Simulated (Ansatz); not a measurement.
# Calculations on GeH$_{4}$O

## 1. Relaxation

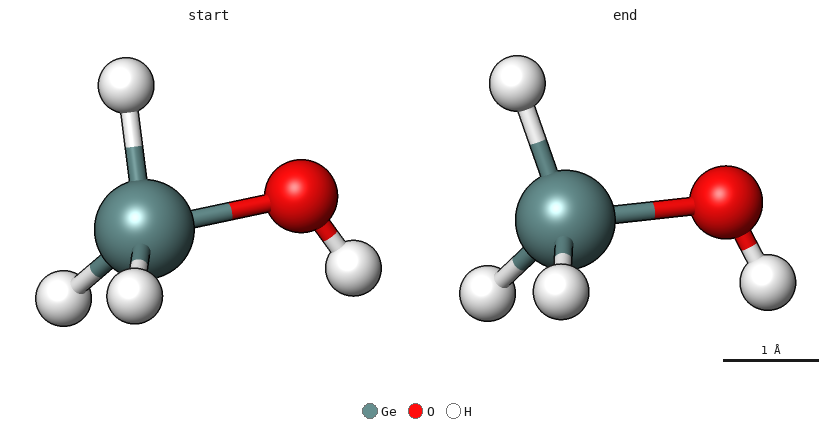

The structure of GeH4O before (left) and after (right) a relaxation, at one scale.

The picture is a ball-and-stick view, seen from a free direction.

The run prepares an end point of a later path (reaction) calculation, from a guessed geometry.

These are results of RKS PBE0-D4/def2-mTZVP in Ansatz, not measurements.

Input file:
```yaml
crystal:
  periodic: [false, false, false]
  atoms:
    - { symbol: Ge, position_ang: [0.214409, -0.009664, 0.014163] }
    - { symbol: O, position_ang: [0.718803, -0.096324, 1.707916] }
    - { symbol: H, position_ang: [0.018237, -0.197293, 2.360634] }
    - { symbol: H, position_ang: [1.705663, 0.034601, -0.314582] }
    - { symbol: H, position_ang: [-0.570224, 1.263105, -0.36374] }
    - { symbol: H, position_ang: [-0.513689, -1.275825, -0.47799] }
basis:
  gaussian: { orbitals: def2-mTZVP }
hamiltonian:
  xc: pbe0
  dispersion: d4
relax:
  f_tol: 0.03
  max_steps: 50
```

Run as
```bash
ansatz run input.yaml --threads 1 --pin off --max-ram 2048MiB --backend cpu --events-out ev --progress --plain --runs-dir out
```

> What changed between the two?

Over 5 geometry steps the energy falls by 23.7 kJ/mol. The largest force component goes from 1 to 0.0055 eV/Å. H4 moves most after the best rigid fit: 0.29 Å. By element the largest moves are H 0.29 Å, O 0.11 Å, Ge 0.11 Å. Some distances before and after: Ge1–O2 1.769 → 1.787 Å, Ge1–H4 1.528 → 1.532 Å. Bond angles that change, for instance: O2–Ge1–H4 85.9° → 104.2°, O2–Ge1–H5 114.8° → 110.2°, Ge1–O2–H3 116.5° → 112.9°. Cost: 13 s on 1 thread of Intel(R) Xeon(R) CPU @ 2.60GHz (Ice Lake) (shared host), peak memory 0.15 GiB.

## 2. Relaxation

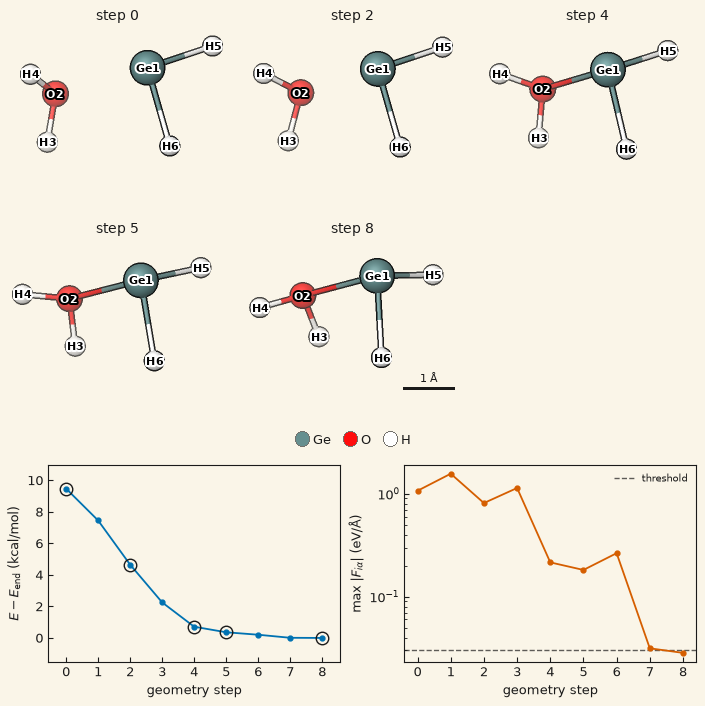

Frames of a relaxation of GeH$_{4}$O, marked on the history of the run. The picture is a ball-and-stick view, seen at a tilt.

The run prepares an end point of a later path (reaction) calculation, from a guessed geometry.

Level of theory: RKS PBE0-D4/def2-mTZVP (Ansatz). (no spin polarisation; force threshold 0.03 eV/Å; at most 50 steps)

Describe the path.

Answer. The largest move after the best rigid fit is that of H3, 0.80 Å. By element the largest moves are H 0.80 Å, O 0.58 Å, Ge 0.20 Å. Some distances before and after: Ge1–O2 2.952 → 2.240 Å, O2–H4 0.983 → 0.966 Å, Ge1–H6 1.596 → 1.610 Å, Ge1–H5 1.590 → 1.598 Å. New bonds form, among them: Ge1–O2 (2.95 → 2.24 Å). The energy falls by 9.47 kcal/mol in 8 geometry steps. The largest force component goes from 1.1 to 0.028 eV/Å. From step 0 to 2: O2 moves most (0.28 Å), energy −4.82 kcal/mol. From step 2 to 4: H3 moves most (0.33 Å), energy −3.94 kcal/mol. From step 4 to 5: H4 moves most (0.20 Å), energy −0.35 kcal/mol. From step 5 to 8: H3 moves most (0.31 Å), energy −0.36 kcal/mol.

Limits of the set-up: the start holds two separate molecules, 2.8 Å apart at their closest, whose relative position is a soft coordinate.

## 3. Path

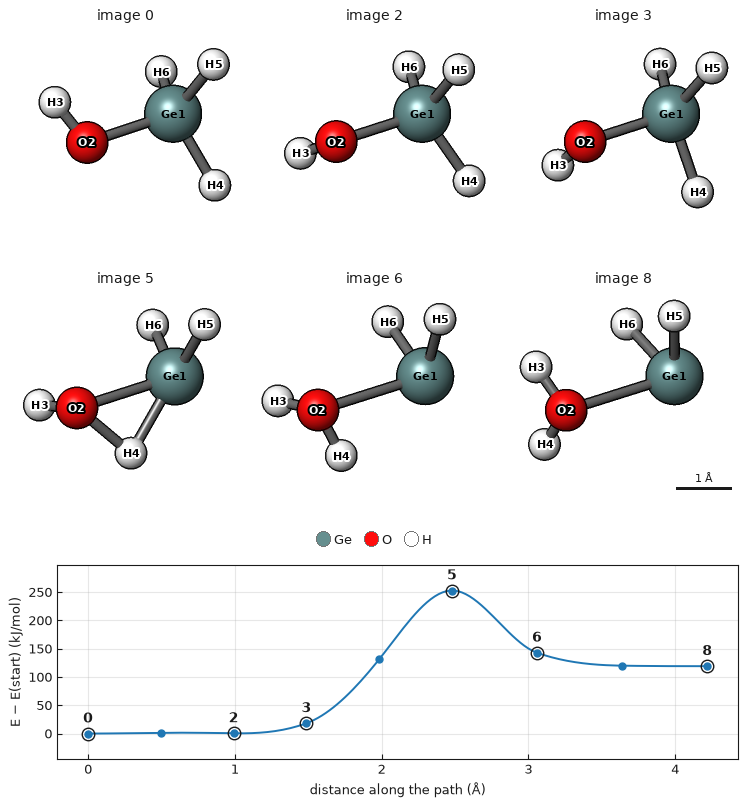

NEB run on GeH₄O. Images are numbered from 0 (start) to 8 (end). Style: ball-and-stick. Shown at a tilt.

Level of theory: RKS PBE0-D4/def2-mTZVP in Ansatz.

Input file:
```yaml
crystal:
  periodic: [false, false, false]
  atoms:
    - { symbol: Ge, position_ang: [0.316885, -0.018181, 0.051961] }
    - { symbol: O, position_ang: [0.660081, -0.11275, 1.803157] }
    - { symbol: H, position_ang: [-0.137537, -0.174232, 2.338501] }
    - { symbol: H, position_ang: [1.70179, 0.05409, -0.598891] }
    - { symbol: H, position_ang: [-0.514691, 1.242255, -0.260731] }
    - { symbol: H, position_ang: [-0.453329, -1.272583, -0.407596] }
basis:
  gaussian: { orbitals: def2-mTZVP }
hamiltonian:
  xc: pbe0
  dispersion: d4
neb:
  order_check: false
  images: 7
  f_tol: 0.05
  max_iterations: 60
  final_atoms:
    - { symbol: Ge, position_ang: [0.03599801, 0.2929649, -0.78846802] }
    - { symbol: O, position_ang: [1.05755192, 0.15977464, 1.20079458] }
    - { symbol: H, position_ang: [0.41745559, -0.2704207, 1.78315706] }
    - { symbol: H, position_ang: [1.78663486, -0.46745979, 1.11011544] }
    - { symbol: H, position_ang: [-1.08498593, 1.11366928, 0.00082108] }
    - { symbol: H, position_ang: [-0.63945545, -1.10992933, -0.38001914] }
  initial_path:
    images:
      - { positions_ang: [[0.316885, -0.018181, 0.051961], [0.660081, -0.11275, 1.803157], [-0.137537, -0.174232, 2.338501], [1.70179, 0.05409, -0.598891], [-0.514691, 1.242255, -0.260731], [-0.453329, -1.272583, -0.407596]] }
      - { positions_ang: [[0.23792745, -0.01338567, 0.03885366], [0.77367903, -0.08519542, 1.75853021], [-0.05216759, -0.20160337, 2.2437517], [1.70370941, 0.04031199, -0.35439654], [-0.56772398, 1.24849947, -0.32458652], [-0.52222532, -1.270028, -0.43575151]] }
      - { positions_ang: [[0.15896989, -0.00859033, 0.02574632], [0.88727706, -0.05764085, 1.71390343], [0.03320183, -0.22897473, 2.1490024], [1.70562881, 0.02653398, -0.10990209], [-0.62075695, 1.25474393, -0.38844204], [-0.59112164, -1.267473, -0.46390702]] }
      - { positions_ang: [[0.08001234, -0.003795, 0.01263898], [1.00087508, -0.03008627, 1.66927664], [0.11857124, -0.2563461, 2.0542531], [1.70754822, 0.01275597, 0.13459237], [-0.67378993, 1.2609884, -0.45229756], [-0.66001795, -1.264918, -0.49206253]] }
      - { positions_ang: [[0.00105479, 0.00100034, -0.00046837], [1.11447311, -0.0025317, 1.62464986], [0.20394065, -0.28371746, 1.9595038], [1.70946762, -0.00102204, 0.37908683], [-0.7268229, 1.26723287, -0.51615308], [-0.72891427, -1.262363, -0.52021804]] }
      - { positions_ang: [[0.00979059, 0.07399148, -0.19746828], [1.10024281, 0.03804489, 1.51868604], [0.25731939, -0.28039327, 1.91541712], [1.72875943, -0.11763148, 0.56184398], [-0.81636366, 1.22884197, -0.38690954], [-0.70654957, -1.22425459, -0.48516832]] }
      - { positions_ang: [[0.0185264, 0.14698262, -0.39446819], [1.08601252, 0.07862147, 1.41272222], [0.31069812, -0.27706908, 1.87133043], [1.74805124, -0.23424092, 0.74460113], [-0.90590441, 1.19045107, -0.257666], [-0.68418486, -1.18614617, -0.45011859]] }
      - { positions_ang: [[0.0272622, 0.21997376, -0.59146811], [1.07178222, 0.11919806, 1.3067584], [0.36407686, -0.27374489, 1.82724375], [1.76734305, -0.35085035, 0.92735828], [-0.99544517, 1.15206018, -0.12842246], [-0.66182016, -1.14803775, -0.41506886]] }
      - { positions_ang: [[0.03599801, 0.2929649, -0.78846802], [1.05755192, 0.15977464, 1.20079458], [0.41745559, -0.2704207, 1.78315706], [1.78663486, -0.46745979, 1.11011544], [-1.08498593, 1.11366928, 0.00082108], [-0.63945545, -1.10992933, -0.38001914]] }
```

Run as
```bash
ansatz run input.yaml --threads 1 --pin off --max-ram 2048MiB --backend cpu --events-out ev --progress --plain --runs-dir out
```

**Read off the barrier and say what moves.**

A hydrogen atom shifts from one atom to another. Breaking: Ge1–H4 (1.53 → 1.64 at the top → 2.69 Å). Forming: O2–H4 (2.62 → 1.38 at the top → 0.97 Å). The highest point, image 5, lies 252.9 kJ/mol above the start and 133.7 kJ/mol above the end; the end is at +119.1 kJ/mol relative to the start. The band converged in 11 iterations, with a climbing image at the top.
